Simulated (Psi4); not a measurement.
# SiHBr (SMILES [SiH]Br): TPSSh/def2-TZVP

Aim: the vertical singlet–triplet gap of SiHBr at TPSSh/def2-TZVP, from 2 runs. 

The results are computed with Psi4 1.11.

## 1. The system as given

The species is SiHBr (3 atoms), meant as a singlet with charge 0. As SMILES, `[SiH]Br`. The shape is that of a PBE0-D4/def2-TZVP optimisation.

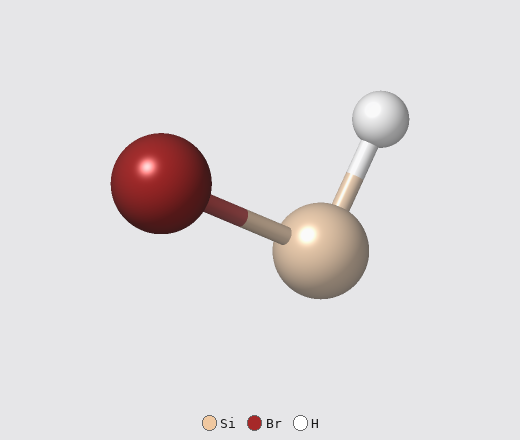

The structure, seen from a chosen angle (silicon light orange, bromine red, hydrogen white).

## 2. Energy and gradient at TPSSh/def2-TZVP

input.in

```
memory 1600 mb

molecule {
  0 1
  Si    -0.624700     0.521900    -0.296100
  Br     1.340900     0.401500     0.781400
  H     -0.727100    -0.988300    -0.498600
  symmetry c1
}

set globals {
  basis def2-TZVP
  puream true
  e_convergence 1e-09
  d_convergence 1e-08
  scf_type pk
  dft_radial_points 99
  dft_spherical_points 590
}

energy_value, wavefunction = gradient('tpssh', return_wfn=True)
```

Launch:

```
$ psi4 input.in input.out -n 1
```

input.out:

```text
[...]
  Running in c1 symmetry.
[...]
  Nuclear repulsion =  126.973584171130398
[...]
  Multiplicity = 1
[...]
  Nalpha       = 25
  Nbeta        = 25
[...]
    Number of basis functions: 91
[...]
   @RKS iter   1: -2863.81416510634335   -1.33271e+00   1.72121e-02 DIIS/ADIIS
[...]
   @RKS iter  11: -2864.17353235838164   -9.09495e-12   9.66400e-09 DIIS
[...]
    Orbital Energies [Eh]
    ---------------------
    Doubly Occupied:
       1A   -482.560650     2A    -66.036844     3A    -62.275305
       4A    -56.060309     5A    -56.059440     6A    -56.058105
       7A     -8.622403     8A     -6.439822     9A     -6.436941
      10A     -6.432917    11A     -5.261529    12A     -3.613318
      13A     -3.608314    14A     -3.602630    15A     -2.564778
      16A     -2.564229    17A     -2.561196    18A     -2.558866
      19A     -2.558337    20A     -0.760489    21A     -0.488304
      22A     -0.352266    23A     -0.313277    24A     -0.305687
      25A     -0.237348
[...]
  @RKS Final Energy: -2864.17353235838164
   => Energetics <=
    Nuclear Repulsion Energy =            126.9735841711303976
    One-Electron Energy =               -4236.8559359260007113
    Two-Electron Energy =                1347.1726389254361038
    DFT Exchange-Correlation Energy =    -101.4638195289474112
    Empirical Dispersion Energy =           0.0000000000000000
    VV10 Nonlocal Energy =                  0.0000000000000000
    Total Energy =                      -2864.1735323583811805
[...]
 Multipole Moments:
 ------------------------------------------------------------------------------------
     Multipole            Electronic (a.u.)      Nuclear  (a.u.)        Total (a.u.)
 ------------------------------------------------------------------------------------
 L = 1.  Multiply by 2.5417464519 to convert [e a0] to [Debye]
 Dipole X            :          6.4747888           -6.8355258           -0.3607371
 Dipole Y            :          1.0843874           -1.1682352           -0.0838478
 Dipole Z            :         -0.0000000            0.0000000           -0.0000000
 Magnitude           :                                                    0.3703535
[...]
  -Total Gradient:
     Atom            X                  Y                   Z
    ------   -----------------  -----------------  -----------------
       1        0.002323961247     0.001722721652    -0.000000000000
       2       -0.002338857045    -0.000023117605    -0.000000000001
       3        0.000008078935    -0.001699231174     0.000000000000
[...]
```

Wall time 40 s (1 thread of Intel Xeon Platinum 8259CL at 2.50GHz (Skylake/Cascade Lake), shared host); peak memory 0.81 GiB.

## 3. The triplet, same level

run.py

```python
import psi4

psi4.set_memory('1600 MB')
psi4.set_num_threads(1)
psi4.set_output_file('run.log', False)

molecule = psi4.geometry("""
0 3
Si    -0.624700     0.521900    -0.296100
Br     1.340900     0.401500     0.781400
H     -0.727100    -0.988300    -0.498600
symmetry c1
no_reorient
no_com
""")

psi4.set_options({
    'basis': 'def2-TZVP',
    'reference': 'uks',
    'puream': True,
    'e_convergence': 1e-09,
    'd_convergence': 1e-08,
    'scf_type': 'pk',
    'dft_radial_points': 99,
    'dft_spherical_points': 590,
    'maxiter': 200,
})

E = psi4.gradient('tpssh', molecule=molecule)
print('gradient / Eh bohr^-1')
print(E.np.round(6))
for k, v in sorted(psi4.core.scalar_variables().items()):
    print(f'{k:45s} {v:18.10f}')
```

Launch:

```
$ python run.py
```

run.log:

```text
[...]
  Running in c1 symmetry.
[...]
  Nuclear repulsion =  126.973584171130412
[...]
  Multiplicity = 3
[...]
  Nalpha       = 26
  Nbeta        = 24
[...]
    Number of basis functions: 91
[...]
   @UKS iter   1: -2863.76951048020874   -1.28805e+00   1.70810e-02 ADIIS/DIIS
[...]
   @UKS iter  14: -2864.12184380855979   -2.27374e-12   3.17779e-09 DIIS
[...]
   @S^2 Observed:                2.005152701E+00
[...]
    Orbital Energies [Eh]
    ---------------------
    Alpha Occupied:
       1A   -482.564500     2A    -66.039910     3A    -62.278709
       4A    -56.064479     5A    -56.062195     6A    -56.061966
       7A     -8.626006     8A     -6.445081     9A     -6.438243
      10A     -6.437371    11A     -5.266163    12A     -3.615416
      13A     -3.614612    14A     -3.611992    15A     -2.569035
      16A     -2.567402    17A     -2.566656    18A     -2.561372
      19A     -2.561356    20A     -0.765414    21A     -0.511409
      22A     -0.367982    23A     -0.322425    24A     -0.316167
      25A     -0.277096    26A     -0.186508
    Alpha Virtual:
[...]
  @UKS Final Energy: -2864.12184380855979
   => Energetics <=
    Nuclear Repulsion Energy =            126.9735841711304118
    One-Electron Energy =               -4236.6483183726950301
    Two-Electron Energy =                1347.0197387639370845
    DFT Exchange-Correlation Energy =    -101.4668483709324960
    Empirical Dispersion Energy =           0.0000000000000000
    VV10 Nonlocal Energy =                  0.0000000000000000
    Total Energy =                      -2864.1218438085593334
[...]
 Multipole Moments:
 ------------------------------------------------------------------------------------
     Multipole            Electronic (a.u.)      Nuclear  (a.u.)        Total (a.u.)
 ------------------------------------------------------------------------------------
 L = 1.  Multiply by 2.5417464519 to convert [e a0] to [Debye]
 Dipole X            :        -71.1834029           70.7864950           -0.3969079
 Dipole Y            :        -38.4411424           38.4952330            0.0540906
 Dipole Z            :        -43.1209340           42.9062317           -0.2147023
 Magnitude           :                                                    0.4544873
[...]
  -Total Gradient:
     Atom            X                  Y                   Z
    ------   -----------------  -----------------  -----------------
       1       -0.012506997184     0.020552567757    -0.004946323549
       2        0.000600243616    -0.009745468217    -0.000608021268
       3        0.011900208999    -0.010808157198     0.005550616445
[...]
```

On the terminal:

```text
gradient / Eh bohr^-1
[[-0.012507  0.020553 -0.004946]
 [ 0.0006   -0.009745 -0.000608]
 [ 0.0119   -0.010808  0.005551]]
CURRENT ENERGY                                  -2864.1218438086
CURRENT REFERENCE ENERGY                        -2864.1218438086
DD SOLVATION ENERGY                                 0.0000000000
DFT FUNCTIONAL TOTAL ENERGY                     -2864.1218438086
DFT TOTAL ENERGY                                -2864.1218438086
DFT VV10 ENERGY                                     0.0000000000
DFT XC ENERGY                                    -101.4668483709
GRID ELECTRONS ALPHA                               25.9999999520
GRID ELECTRONS BETA                                23.9999999687
GRID ELECTRONS TOTAL                               49.9999999206
NUCLEAR REPULSION ENERGY                          126.9735841711
ONE-ELECTRON ENERGY                             -4236.6483183727
PCM POLARIZATION ENERGY                             0.0000000000
PE ENERGY                                           0.0000000000
SCF ITERATION ENERGY                            -2864.1218438086
SCF ITERATIONS                                     14.0000000000
SCF TOTAL ENERGY                                -2864.1218438086
TWO-ELECTRON ENERGY                              1347.0197387639
XC GRID RADIAL POINTS                              99.0000000000
XC GRID SPHERICAL POINTS                          590.0000000000
XC GRID TOTAL POINTS                           165052.0000000000
```

Wall time 76 s (1 thread of Intel Xeon Platinum 8259CL at 2.50GHz (Skylake/Cascade Lake), shared host); peak memory 0.82 GiB.

## 4. Results

At TPSSh/def2-TZVP:

| quantity | value |
| --- | --- |
| singlet: total energy | -2864.17353 Eh |
| singlet: dipole moment | 0.94 D |
| singlet: HOMO energy | -6.46 eV |
| singlet: LUMO energy | -3.50 eV |
| singlet: HOMO–LUMO gap | 2.96 eV |
| singlet: largest force on an atom | 0.149 eV/Å |
| triplet: total energy | -2864.12184 Eh |
| triplet: dipole moment | 1.16 D |
| triplet: HOMO energy (highest over α and β) | -5.08 eV |
| triplet: LUMO energy (lowest over α and β) | -4.94 eV |
| triplet: ⟨S²⟩ | 2.005 |
| triplet: largest force on an atom | 1.263 eV/Å |
| vertical energy of the triplet above the singlet | 1.407 eV |

**Reading.** At this shape the triplet lies 1.41 eV (136 kJ/mol) above the singlet.
